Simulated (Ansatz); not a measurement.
**One shape, several levels: AlH3 (SMILES [AlH3])**

We compute a comparison of 6 runs (UHF/3-21G, UHF/6-31G*, B2PLYP/3-21G, BLYP/6-31G*, CAM-B3LYP/6-31G*, BCCD(T)/6-31G*) of AlH3. 

Program for the calculation: Ansatz 0.2.0.

74 further runs of the same task are left out: 3 that didn't finish, 71 set aside as unsound or not needed.

### Step 1. The system as given

AlH3: 4 atoms, total charge 0, spin state singlet. As SMILES, `[AlH3]`. The H3–Al1 distance was set to 2.379 Å, away from the relaxed value. At this shape a bond of the SMILES string is far longer than usual.

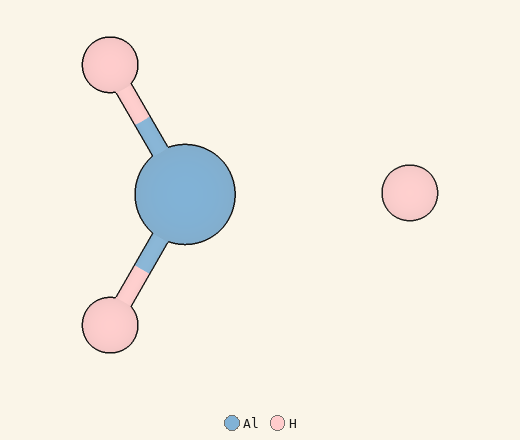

Viewed from a chosen angle; aluminium light blue, hydrogen pink.

### Step 2. A single-point energy at UHF/3-21G (run 1)

Input file input.yaml:

```yaml
crystal:
  periodic: [false, false, false]
  atoms:
    - {symbol: Al, position_ang: [0.690918, 0.393781, -0.060197]}
    - {symbol: H, position_ang: [1.310418, 1.079481, 1.228503]}
    - {symbol: H, position_ang: [-1.340800, -0.832000, 0.105100]}
    - {symbol: H, position_ang: [1.426618, 0.524281, -1.458997]}
basis:
  gaussian:
    orbitals: 3-21G.json
hamiltonian:
  xc: hf
accuracy: high
magnetization:
  spin_polarized: true
  initial_magnetization: 0
```

The basis set 3-21G is read from a file made from the Basis Set Exchange's data (not shown).

Command:

```sh
$ ansatz run input.yaml --threads 1 --pin off --max-ram 2610MiB --events-out events.jsonl --progress --plain --runs-dir runs
```

The program printed:

```text
Warning: RAYON_NUM_THREADS=1 ignored (pool sized by the plan → 1); use --threads N
Functional definition: HF
  name "HF"
  exchange = exact_x
  correlation = 0
369 factors; integrals over basis functions are off by at most 2.6e-9 eV
mean field evaluation 1: about -6590.5827 eV, gradient 5.4e0 eV
mean field evaluation 2: about -6590.5831 eV, gradient 5.4e0 eV
mean field evaluation 4: about -6591.0282 eV, gradient 3.0e-1 eV
mean field evaluation 8: about -6591.0298 eV, gradient 2.2e-8 eV
mean field evaluation 16: about -6591.0662 eV, gradient 2.8e-5 eV
mean field evaluation 32: about -6580.5047 eV, gradient 1.1e1 eV
mean field -6591.06624380 eV, -242.2172168745 hartree, gradient 1.4e-8 eV, S^2 0.210608; 2 other end points of the search recorded, 0 dependent functions left out
reference -6591.06624380 eV, -242.2172168745 hartree; 8, 8 occupied and 11, 11 virtual orbitals, 369 factors
Total energy: -6591.06624380 eV, -242.2172168745 hartree
```

It took 0.12 s on 1 thread of Arm Neoverse V2, shared host.

### Step 3. A single-point energy at UHF/6-31G(d) (spherical functions) (run 2)

Input file in.yaml:

```yaml
crystal:
  periodic: [false, false, false]
  atoms:
    - symbol: Al
      position_ang: [0.690918, 0.393781, -0.060197]
    - symbol: H
      position_ang: [1.310418, 1.079481, 1.228503]
    - symbol: H
      position_ang: [-1.340800, -0.832000, 0.105100]
    - symbol: H
      position_ang: [1.426618, 0.524281, -1.458997]
basis:
  gaussian:
    orbitals: 6-31G_st_-spherical.json
magnetization:
  spin_polarized: true
  initial_magnetization: 0
hamiltonian:
  xc: hf
accuracy: high
```

The basis set 6-31G* is read from a file made from the Basis Set Exchange's data (not shown).

Command:

```sh
$ ansatz run in.yaml --threads 1 --pin off --max-ram 2610MiB --events-out events.jsonl --progress --plain --runs-dir runs
```

The program printed:

```text
Warning: RAYON_NUM_THREADS=1 ignored (pool sized by the plan → 1); use --threads N
[... 4 set-up lines as earlier in the session ...]
451 factors; integrals over basis functions are off by at most 3.6e-9 eV
mean field evaluation 1: about -6626.6214 eV, gradient 6.1e0 eV
mean field evaluation 2: about -6626.6240 eV, gradient 6.2e0 eV
mean field evaluation 4: about -6627.1480 eV, gradient 3.0e-1 eV
mean field evaluation 8: about -6627.1494 eV, gradient 2.7e-5 eV
mean field evaluation 16: about -6627.1734 eV, gradient 7.8e-6 eV
mean field evaluation 32: about -6626.9890 eV, gradient 1.7e0 eV
mean field evaluation 64: about -6627.1494 eV, gradient 1.5e-6 eV
mean field -6627.17341241 eV, -243.5441308465 hartree, gradient 4.2e-8 eV, S^2 0.175804; 2 other end points of the search recorded, 0 dependent functions left out
reference -6627.17341241 eV, -243.5441308465 hartree; 8, 8 occupied and 16, 16 virtual orbitals, 451 factors
Total energy: -6627.17341241 eV, -243.5441308465 hartree
```

Wall time 0.18 s (1 thread of Arm Neoverse V2, shared host).

Runs 3 to 5 aren't shown in full; the table further down has their settings and results.

### Step 4. The energy at BCCD(T)/6-31G(d) (spherical functions) (run 6)

Input file in.yaml:

```yaml
crystal:
  periodic: [false, false, false]
  atoms:
    - {symbol: Al, position_ang: [0.690918, 0.393781, -0.060197]}
    - {symbol: H, position_ang: [1.310418, 1.079481, 1.228503]}
    - {symbol: H, position_ang: [-1.340800, -0.832000, 0.105100]}
    - {symbol: H, position_ang: [1.426618, 0.524281, -1.458997]}
basis:
  gaussian:
    orbitals: 6-31G_st_-spherical.json
total_charge: 0
correlation:
  method: bccd_t
  frozen_orbitals: {Al: 5, H: 0}
accuracy: high
scf:
  omitted_lower_state_checks: [cluster_reference, increment]
```

The basis set 6-31G* is read from a file made from the Basis Set Exchange's data (not shown).

Command:

```sh
$ ansatz run in.yaml --threads 1 --pin off --max-ram 2610MiB --events-out events.jsonl --progress --plain --runs-dir runs
```

The program printed (excerpt; [...] marks lines left out):

```text
Warning: RAYON_NUM_THREADS=1 ignored (pool sized by the plan → 1); use --threads N
[... 2 set-up lines as earlier in the session ...]
[...]
451 factors; integrals over basis functions are off by at most 3.6e-9 eV
[...]
mean field -6627.14943095 eV, -243.5432495442 hartree, gradient 2.4e-8 eV, S^2 0.000000; 0 other end points of the search recorded, 0 dependent functions left out; unrestricted orbitals would lower it
5 core orbitals not correlated: weight in the atoms' cores, before any rotation towards them, 1.000 or more for the frozen orbitals, at most 0.000 for the correlated occupied ones
reference -6627.14943095 eV, -243.5432495442 hartree; 3, 3 occupied and 16, 16 virtual orbitals, 451 factors
second order -1.57552768 eV of doubles, -0.00000000 eV of singles
cycle   1  -2.01107328 eV  change   -4.4e-1 eV  update   7.3e-2
[...]
cycle  22  -2.29524917 eV  change   3.6e-10 eV  update  2.2e-10
perturbative correction -0.04944138 eV, -0.0018169372 hartree
Total energy: -6629.49412150 eV, -243.6294153326 hartree
Checks for a lower state left out: cluster_reference, increment
```

Run time: 0.2 s. Hardware: 1 thread of Arm Neoverse V2, shared host.

### Step 5. The series

| run | level | frozen core orbitals | energy (Eh) | wall time |
| --- | --- | --- | --- | --- |
| 1 | UHF/3-21G | – | -242.217217 | 0.12 s |
| 2 | UHF/6-31G* (spherical functions) | – | -243.544131 | 0.18 s |
| 3 | B2PLYP/3-21G | 5 | -242.637212 | 0.78 s |
| 4 | BLYP/6-31G* (spherical functions) | – | -244.109118 | 0.7 s |
| 5 | CAM-B3LYP/6-31G* (spherical functions) | – | -244.108936 | 0.9 s |
| 6 | BCCD(T)/6-31G* (spherical functions) | 5 | -243.629415 | 0.2 s |

### Step 6. Outcome

| quantity | value |
| --- | --- |
| run 6: total energy | -243.62942 Eh |
| run 6: correlation energy (5 core orbitals frozen) | -86.2 mEh |
| run 6: (T) correction | -1.82 mEh |

Totals of different functionals can't be ranked against each other. In run 6 the log says that unrestricted orbitals would lower the reference, so the values rest on an unstable closed-shell determinant (other closed-shell runs at this shape may share the fault). Spin contamination of the reference: run 1 ⟨S²⟩ = 0.21, run 2 ⟨S²⟩ = 0.18. All runs together took 2.9 s, the longest 0.9 s.
